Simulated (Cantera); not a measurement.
Input: 1 mol AlBr3, a varied amount of N2O, 62 mol N2, at 777 °C and 23.0 Pa.

Equilibrium computed with Cantera from the NASA thermochemical tables; the gas is ideal and each condensed phase is pure. Candidate condensed phases: Al, AlBr3, AlN, Al2O3, Br2; 21 gas species. Rates play no part.

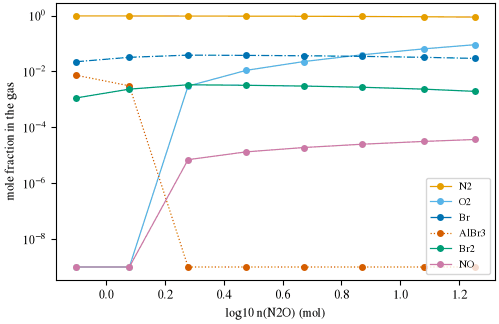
Figure: Equilibrium gas composition (values under 1e-9 drawn at 1e-9)

From 0.79 mol N2O to 18 mol N2O the condensed part is Al2O3(s).
